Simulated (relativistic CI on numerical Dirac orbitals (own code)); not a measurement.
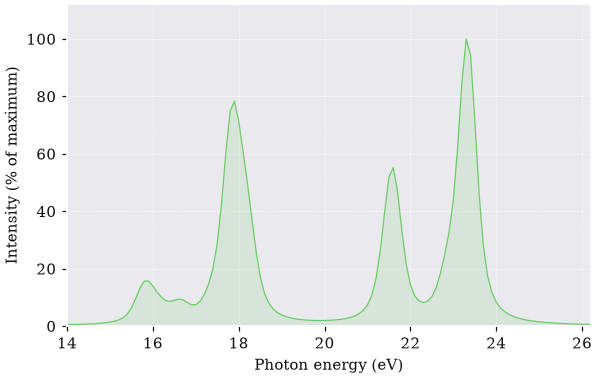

N₆,₇ X-ray absorption of Hf V (Hf⁴⁺), [Xe] 4f¹⁴, in a field of D3d symmetry with 10Dq = 42,250, Dσ = −1,200, Dτ = 130 cm⁻¹. Multiplet model: relativistic Dirac–Coulomb–Breit theory, one configuration a step, Slater integrals scaled by 0.7, 300 K, Voigt broadening (Lorentzian 0.3 eV, Gaussian 0.3 eV full widths), computed with a radial Dirac CI code.

> Describe the spectrum.

The main maxima lie at 15.9 eV (16), 16.6 eV (9), 17.9 eV (78), 21.6 eV (55) and 23.3 eV (100), heights in % of the largest; the centroid is at 20.5 eV. The ground state has S = 0.00.

Caveat: free-ion energies, so absolute edge positions are off by a few eV from solids.
